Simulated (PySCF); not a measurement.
```yaml
atoms:
  - { symbol: Si, position_ang: [-1.2825, -0.9550, 0.4852] }
  - { symbol: N, position_ang: [-0.2757, 0.4268, -0.0003] }
  - { symbol: Si, position_ang: [1.4012, 0.4470, -0.5880] }
  - { symbol: S, position_ang: [-1.0161, 1.9271, 0.1198] }
  - { symbol: H, position_ang: [-1.6780, -0.8044, 1.9135] }
  - { symbol: H, position_ang: [-0.4647, -2.1920, 0.3068] }
  - { symbol: H, position_ang: [-2.4950, -1.0130, -0.3782] }
  - { symbol: H, position_ang: [1.4418, 1.0334, -1.9569] }
  - { symbol: H, position_ang: [1.8818, -0.9663, -0.6195] }
  - { symbol: H, position_ang: [2.2429, 1.2549, 0.3384] }
```

Geometry: PBE0-D3(BJ)/def2-SVP.

Method: UKS B3LYP, IGLO-III on N S Si, pcH-1 on H, non-relativistic, mean-field spin-orbit, GIAO (PySCF 2.14.0, density-fitted response routines).

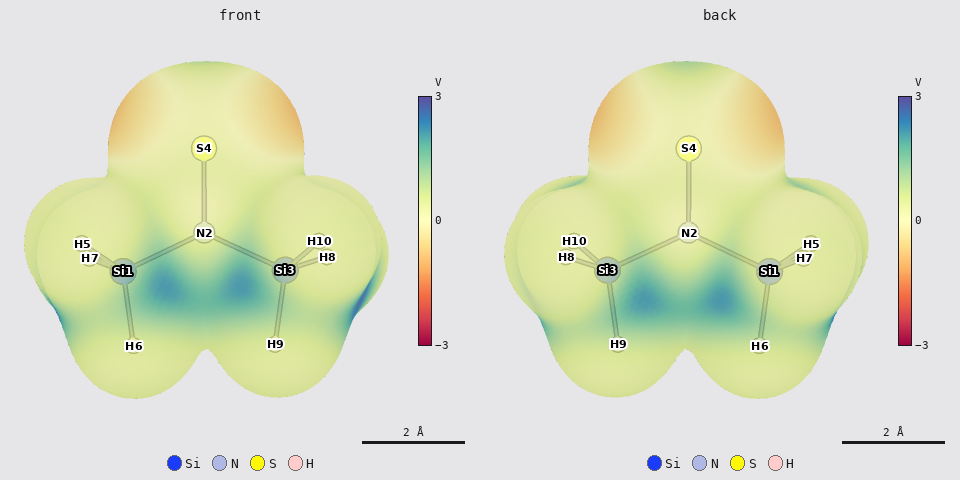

H6NSSi2 (SMILES [SiH3]N([SiH3])[S]) (doublet). The molecular electrostatic potential painted on the density surface at 0.004 e/bohr³, seen from the front and from behind; the colour scale runs from red (negative) to blue (positive).

**Where is the surface potential most negative and most positive?**

The most negative region (about −0.9 V, or −21 kcal/mol for a unit charge) lies over S4, the most positive (about +2.5 V, or +58 kcal/mol for a unit charge) over Si1 and Si3.
